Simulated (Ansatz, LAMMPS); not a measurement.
**Glassy 69SiO2-19Al2O3-6SrO-6Li2O (mol %) (106 atoms): a short ab initio trajectory**

Aim: follow glassy 69SiO2-19Al2O3-6SrO-6Li2O (mol %) (106 atoms) for a short time with forces from DFT, then look at structure and electrons in the last frame.

Method: Kohn-Sham DFT, PBE, PAW (set soft_2), plane waves, in Ansatz 0.2.0.

### Step 1. The structure

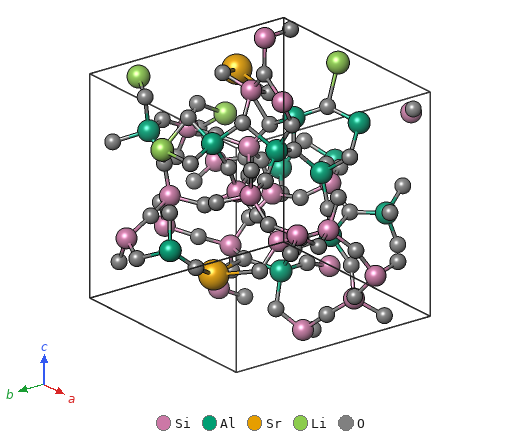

The cell as given, from a free direction (silicon pink, aluminium teal, strontium orange, lithium green, oxygen grey). Some periodic images of atoms are drawn too.

The cell holds 106 atoms: 22 Si, 12 Al, 2 Sr, 4 Li and 66 O. Its edges and angles: a = 11.257 Å, b = 11.257 Å, c = 11.257 Å, α = 90.0°, β = 90.0°, γ = 90.0°. 106 atoms (22 Si, 12 Al, 2 Sr, 4 Li, 66 O) placed at random at 2.56 g/cm³, melted at 4000 K for 10 ps at fixed volume with the Morse and Coulomb pair potential with partial charges (Pedone, Malavasi, Menziani, Cormack and Segre, J. Phys. Chem. B 110, 11780 (2006)). Quenched from 4000 K to 300 K at 50 K/ps and fixed volume, held 5 ps.

Limits known from the start: The quench rate of 50 K/ps is orders of magnitude faster than experiment, which tends to freeze in extra defects. The starting topology of bonds comes from the classical model. Only the Γ point is sampled, in a cell whose shortest periodic width is 11 Å.

### Step 2. Dynamics started at 300 K

A Nosé–Hoover thermostat steers the temperature while disturbing the dynamics little. The time step is 1.0 fs.

input.yaml reads:

```yaml
crystal:
  lattice:
    - [11.2565, 0.0, 0.0]
    - [0.0, 11.2565, 0.0]
    - [0.0, 0.0, 11.2565]
  atoms:
    - { symbol: Si, position: [0.47374, 0.38344, 0.25578] }
    - { symbol: Si, position: [0.82058, 0.25729, 0.08377] }
    - { symbol: Si, position: [0.96484, 0.4923, 0.33544] }
    - { symbol: Si, position: [0.36984, 0.51894, 0.47769] }
    [... 96 atom lines left out ...]
    - { symbol: O, position: [0.05547, 0.79983, 0.1443] }
    - { symbol: O, position: [0.78232, 0.04264, 0.40087] }
    - { symbol: O, position: [0.85184, 0.65569, 0.66187] }
    - { symbol: O, position: [0.17329, 0.98034, 0.2143] }
    - { symbol: O, position: [0.68564, 0.95536, 0.97364] }
    - { symbol: O, position: [0.44942, 0.24937, 0.23005] }
kpoints:
  mp_grid: { grid: [1, 1, 1] }
hamiltonian:
  xc: pbe
scf:
  occupations: { method: gaussian, width: 0.025 }
output:
  forces: true
md:
  timestep: 1.0
  n_steps: 190
  ensemble: nvt_nose_hoover
  temperature: 300
  initial_velocities: maxwell_boltzmann
  seed: 9519
```

Launch:

```console
> ansatz run input.yaml --threads 4 --pin off --max-ram 8192MiB --backend cpu --events-out ev --progress --plain --runs-dir out
```

Elapsed: 25 min, on 4 threads of Arm Neoverse V1, shared host; peak memory 2 GiB; 1.6 h of CPU time.

The program notes that it switched symmetry off.

The trajectory, sampled:

| time (fs) | T (K) | potential (meV/atom) | conserved (meV/atom) |
| --- | --- | --- | --- |
| 0.0 | 300 | 0.0 | 0.00 |
| 13.0 | 499 | -25.9 | -0.09 |
| 25.0 | 446 | -20.4 | -0.08 |
| 38.0 | 417 | -18.7 | -0.06 |
| 51.0 | 472 | -28.6 | -0.08 |
| 63.0 | 472 | -31.5 | -0.11 |
| 76.0 | 415 | -27.0 | -0.09 |
| 89.0 | 407 | -28.1 | -0.09 |
| 101.0 | 372 | -25.4 | -0.09 |
| 114.0 | 434 | -35.1 | -0.12 |
| 127.0 | 368 | -28.7 | -0.09 |
| 139.0 | 356 | -29.1 | -0.11 |
| 152.0 | 396 | -36.2 | -0.13 |
| 165.0 | 376 | -35.8 | -0.12 |
| 177.0 | 356 | -35.2 | -0.12 |
| 190.0 | 318 | -32.2 | -0.12 |

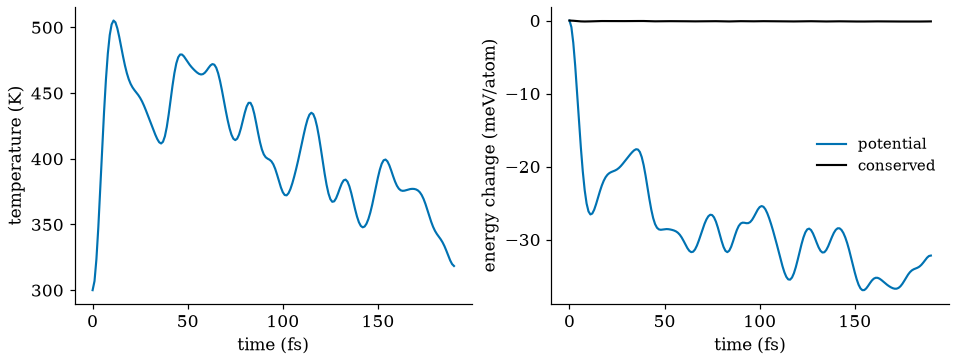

Temperature and energies against time.

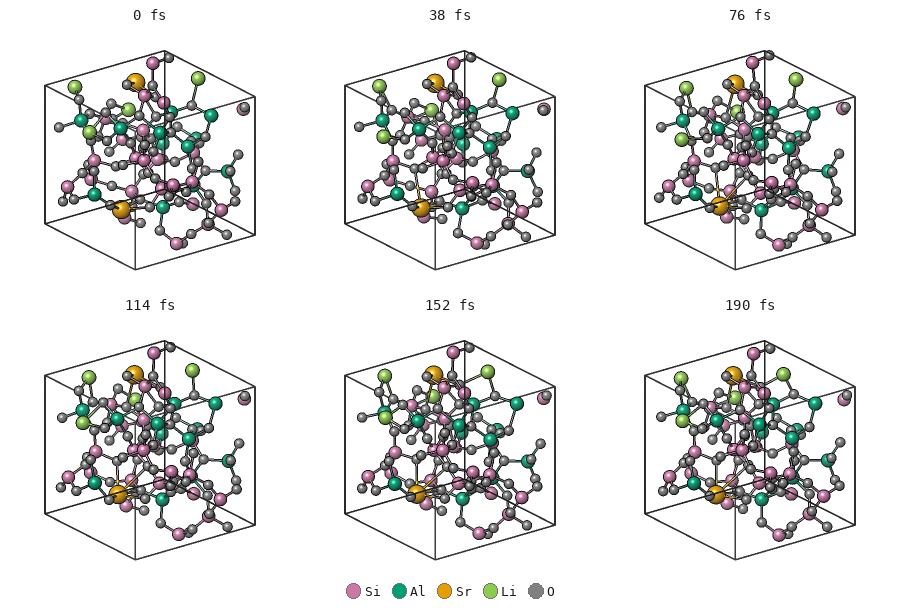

6 frames of the run.

Mean square displacement from the first frame to the last: Si 0.075 Å², Al 0.057 Å², Sr 0.20 Å², Li 0.92 Å², O 0.12 Å².

Table of mean square displacement by time lag:

| time lag (fs) | Al (Å²) | Li (Å²) | O (Å²) | Si (Å²) | Sr (Å²) |
| --- | --- | --- | --- | --- | --- |
| 1.0 | 3.4e-5 | 1.6e-4 | 6.2e-5 | 4.0e-5 | 1.2e-5 |
| 8.0 | 0.00207 | 0.0105 | 0.00374 | 0.00239 | 7.9e-4 |
| 16.0 | 0.00725 | 0.0407 | 0.0125 | 0.00778 | 0.00313 |
| 28.0 | 0.0158 | 0.112 | 0.0271 | 0.0150 | 0.00951 |
| 36.0 | 0.0199 | 0.168 | 0.0365 | 0.0184 | 0.0156 |
| 44.0 | 0.0229 | 0.225 | 0.0456 | 0.0220 | 0.0230 |
| 51.0 | 0.0252 | 0.273 | 0.0526 | 0.0255 | 0.0304 |
| 59.0 | 0.0279 | 0.323 | 0.0595 | 0.0295 | 0.0396 |
| 67.0 | 0.0306 | 0.368 | 0.0664 | 0.0335 | 0.0495 |
| 79.0 | 0.0339 | 0.426 | 0.0783 | 0.0388 | 0.0650 |
| 87.0 | 0.0359 | 0.455 | 0.0860 | 0.0418 | 0.0754 |
| 95.0 | 0.0382 | 0.477 | 0.0928 | 0.0448 | 0.0858 |

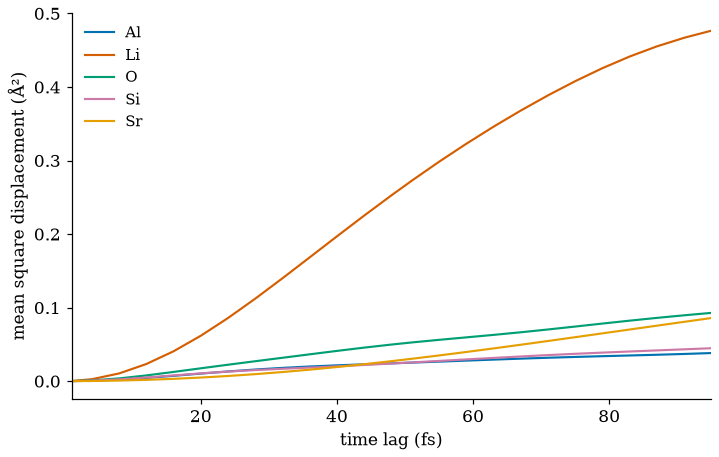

Mean square displacement against time lag.

Over the second half of 190 fs the temperature averages 377 K, falling from about 401 to 352 K (means over the first and last quarter of that half). The conserved energy stays within 0.14 meV/atom. From first frame to last Li has the largest mean square displacement, 0.92 Å² at the end; the farthest move is 1.48 Å. The mean temperature of 377 K lies well off the 300 K of the input, so the thermostat hasn't yet brought the run to equilibrium. The count of bonds goes from 156 in the first frame to 160 in the last, by one set of cutoffs: 2 pairs passed out of them and 6 came within. The run spans 0.19 ps, too short for its means to be equilibrium values.

### Step 3. Local order late in the run

The g(r) is a mean over the second half; what follows it is taken at the last frame.

Density 2.56 g/cm³, 13.46 Å³ an atom.

Mean of 13 frames. Pair distribution functions g(r), in bins of 0.2 Å:

| r (Å) | total | O-O | O-Si | O-Al | O-Li | O-Sr | Si-Si |
| --- | --- | --- | --- | --- | --- | --- | --- |
| 1.50 | 0.62 | 0.00 | 2.42 | 0.00 | 0.00 | 0.00 | 0.00 |
| 1.70 | 3.58 | 0.00 | 10.13 | 6.75 | 0.42 | 0.00 | 0.00 |
| 1.90 | 0.69 | 0.00 | 0.18 | 3.71 | 2.44 | 0.00 | 0.00 |
| 2.10 | 0.18 | 0.00 | 0.00 | 0.38 | 2.73 | 0.00 | 0.00 |
| 2.30 | 0.08 | 0.01 | 0.00 | 0.01 | 0.76 | 1.69 | 0.00 |
| 2.50 | 0.57 | 1.23 | 0.00 | 0.02 | 0.46 | 1.70 | 0.00 |
| 2.70 | 1.70 | 4.03 | 0.06 | 0.20 | 0.31 | 1.87 | 0.00 |
| 2.90 | 0.99 | 1.63 | 0.10 | 0.19 | 0.53 | 1.34 | 1.73 |
| 3.10 | 1.05 | 1.10 | 0.25 | 0.55 | 0.60 | 0.76 | 4.11 |
| 3.30 | 0.91 | 0.74 | 0.73 | 0.92 | 0.86 | 0.70 | 1.25 |
| 3.50 | 0.81 | 0.53 | 1.13 | 1.19 | 1.48 | 0.11 | 0.02 |
| 3.70 | 0.88 | 0.56 | 1.27 | 1.17 | 1.22 | 0.74 | 0.00 |
| 3.90 | 0.98 | 0.67 | 1.51 | 1.23 | 0.96 | 0.83 | 0.25 |
| 4.10 | 1.12 | 0.62 | 1.99 | 1.29 | 1.18 | 1.09 | 0.71 |
| 4.30 | 1.18 | 0.74 | 1.59 | 1.79 | 1.65 | 0.91 | 0.81 |
| 4.50 | 1.07 | 0.96 | 0.99 | 1.43 | 1.07 | 1.29 | 1.62 |
| 4.70 | 0.97 | 1.23 | 0.66 | 0.69 | 0.73 | 1.62 | 1.16 |
| 4.90 | 1.03 | 1.30 | 0.69 | 0.78 | 0.58 | 1.22 | 1.44 |
| 5.10 | 1.15 | 1.58 | 0.76 | 0.81 | 0.93 | 1.29 | 1.51 |
| 5.30 | 1.02 | 1.33 | 0.80 | 0.73 | 0.86 | 0.79 | 1.06 |
| 5.50 | 0.95 | 1.04 | 0.85 | 0.74 | 0.86 | 0.92 | 1.20 |

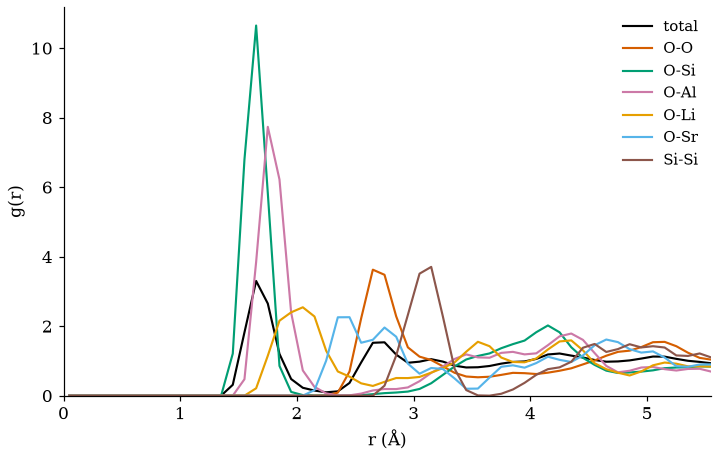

Pair distribution functions, lightly smoothed.

Bonds by pair of elements; cutoffs follow the first minimum of g(r), held within bounds set by covalent radii, and pairs that aren't listed don't count as bonded:

| pair A-B | cutoff (Å) | bonds | mean length (Å) | spread (Å) | shortest (Å) | B about A | A about B |
| --- | --- | --- | --- | --- | --- | --- | --- |
| O-Si | 2.16 | 88 | 1.65 | 0.053 | 1.55 | 1.33 | 4 |
| O-Al | 2.38 | 49 | 1.8 | 0.096 | 1.66 | 0.742 | 4.08 |
| O-Li | 2.58 | 13 | 2.07 | 0.156 | 1.82 | 0.197 | 3.25 |
| O-Sr | 3.05 | 10 | 2.62 | 0.199 | 2.29 | 0.152 | 5 |

How many atoms have how many bonded neighbours:

| element | mean | 2 | 3 | 4 | 5 |
| --- | --- | --- | --- | --- | --- |
| Al | 4.08 | 0 | 0 | 11 | 1 |
| Li | 3.25 | 0 | 3 | 1 | 0 |
| O | 2.42 | 38 | 28 | 0 | 0 |
| Si | 4 | 0 | 0 | 22 | 0 |
| Sr | 5 | 0 | 0 | 0 | 2 |

Bond angles (no mean is given where the spread exceeds 20°):

| angle | count | mean (°) | spread (°) |
| --- | --- | --- | --- |
| O-Si-O | 132 | 109 | 5.9 |
| O-Al-O | 76 | 109 | 13.9 |
| Al-O-Si | 37 | 131 | 12.3 |
| Si-O-Si | 29 | 140 | 14.9 |
| O-Sr-O | 20 | - | - |

Oxygen atoms by the number of network formers (Si, P, Ge, B, Al, As, Ga) bound to them:

| network formers bound to O | O atoms | per cent |
| --- | --- | --- |
| 0 | 0 | 0 |
| 1 | 3 | 4.5 |
| 2 | 55 | 83.3 |
| 3 | 8 | 12.1 |

Network units: each former by its oxygen neighbours and how many of them bridge to another former:

| former | O neighbours | bridging O | atoms |
| --- | --- | --- | --- |
| Si | 4 | 3 | 2 |
| Si | 4 | 4 | 20 |
| Al | 4 | 3 | 1 |
| Al | 4 | 4 | 10 |
| Al | 5 | 5 | 1 |

Bond length by coordination (bonds to H left out):

| element | coordination | atoms | mean bond length (Å) |
| --- | --- | --- | --- |
| Al | 4 | 11 | 1.78 |
| Al | 5 | 1 | 1.94 |
| Li | 3 | 3 | 2.04 |
| Li | 4 | 1 | 2.14 |
| O | 2 | 38 | 1.66 |
| O | 3 | 28 | 1.91 |

Rings of the network by King's shortest-path rule, up to 12 atoms, one path for each pair of neighbours; H, halogens, alkali and alkaline-earth atoms are left out, and the last column divides by all other atoms, bonded or not:

| ring size (atoms) | rings | per network atom |
| --- | --- | --- |
| 4 | 1 | 0.01 |
| 6 | 5 | 0.05 |
| 8 | 9 | 0.09 |
| 10 | 22 | 0.22 |
| 12 | 28 | 0.28 |

By these cutoffs 92 % of Al atoms have 4, 75 % of Li atoms have 3, 58 % of O atoms have 2 and all Si atoms have 4 bonded neighbours. The O-Si-O angle averages 109° with a spread of 6°. 83 % of the oxygens bridge two formers (Si and Al) and 4 % are non-bridging; 12 % join three. The commonest Si unit has 4 oxygens, 4 of them shared with other formers (20 of 22 atoms). Rings of 12 atoms are the most common (43 % of those counted); sizes run from 4 to 12, where the search stops.

### Step 4. Single point at the last frame

The last frame is solved once more, with the analyses that the dynamics left out.

input.yaml reads:

```yaml
crystal:
  lattice:
    - [11.2565, 0.0, 0.0]
    - [0.0, 11.2565, 0.0]
    - [0.0, 0.0, 11.2565]
  atoms:
    - { symbol: Si, position: [0.47747, 0.40664, 0.23236] }
    - { symbol: Si, position: [0.82195, 0.24692, 0.08442] }
    - { symbol: Si, position: [0.95993, 0.50185, 0.33748] }
    - { symbol: Si, position: [0.36581, 0.53478, 0.46942] }
    [... 96 atom lines left out ...]
    - { symbol: O, position: [0.05231, 0.7971, 0.13981] }
    - { symbol: O, position: [0.79579, 0.04275, 0.42814] }
    - { symbol: O, position: [0.81633, 0.6759, 0.67006] }
    - { symbol: O, position: [0.17418, 0.97898, 0.21687] }
    - { symbol: O, position: [0.6796, 0.93729, 0.98715] }
    - { symbol: O, position: [0.43931, 0.2633, 0.22013] }
kpoints:
  mp_grid: { grid: [1, 1, 1] }
hamiltonian:
  xc: pbe
scf:
  occupations: { method: gaussian, width: 0.025 }
output:
  forces: true
  stress: true
  populations: intrinsic
  dos:
    method: { smearing: { sigma: 0.08 } }
    de: 0.1
    projected: { site_lists: { Al: [Al], Li: [Li], O: [O], Si: [Si], Sr: [Sr] } }
  eigenvalues: true
  write_density: true
  write_potential: true
  volumetric_format: npy
  elf: true
```

Run time: 25 s. Hardware: 4 threads; peak memory 1.9 GiB; 97 s of CPU time.

Read from the output:

```
free energy                                      : -65917.3115 eV
free energy per atom                             : -621.8614 eV/atom
SCF cycles                                       : 9
pressure                                         : -0.4831 GPa
r.m.s. force component                           : 0.9325 eV/Å
longest force                                    : 4.321 eV/Å
Fermi energy                                     : 5.191 eV
gap (highest filled to lowest empty level) : 3.678 eV
```

(Part 1 of 2 ends here.)

[Logs are printed without paths, hosts, clocks, repeated set-up lines and the standing remarks that a program may print on its own settings, such as how far it seeks lower states.]

[Hosts, paths, dates, database ids (printed as entryN), source tags and the programs' standing remarks are cut or masked in the printed files.]
